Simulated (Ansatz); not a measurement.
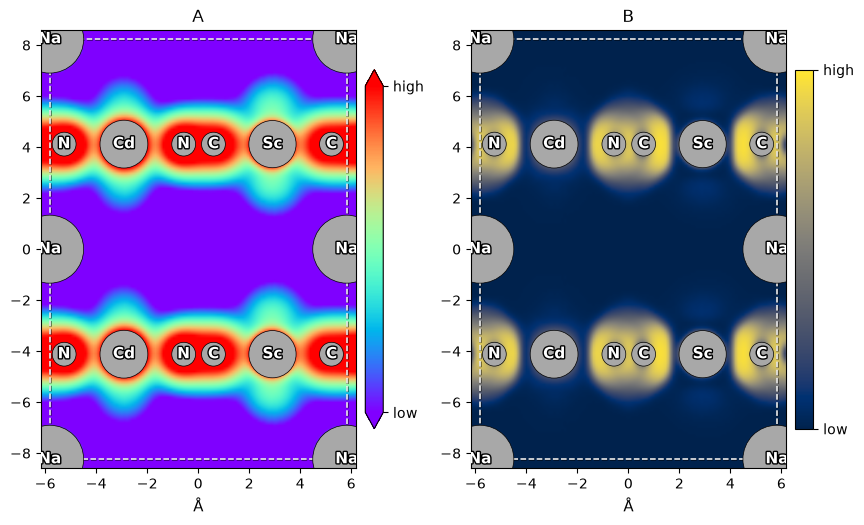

NaScCdC$_{6}$N$_{6}$: 2 fields on the (101) plane of the conventional cell, with unlabelled colour scales. Grey discs cover the atomic cores.

Space group F-43m; a structure generated by program, which may or may not match a known phase.

Computed with DFT PBE, scalar-relativistic, plane waves, PAW in Ansatz.

### Which field does each panel show? The fields are: electron localisation function and valence pseudo-density.

Panel A: valence pseudo-density. Panel B: electron localisation function. From the grid: C–N (1.17 Å): ρ is about 3.6 e/Å³ halfway; the ELF peaks at about 0.85 between the atoms (inside overlapping PAW spheres, so only a guide) (a multiple bond). Sc–C (2.31 Å): the density is about 0.4 e/Å³ at the midpoint; the ELF peaks at about 0.95 in the valence shell of C, 0.7 Å from its nucleus, and is about 0.35 at the midpoint.
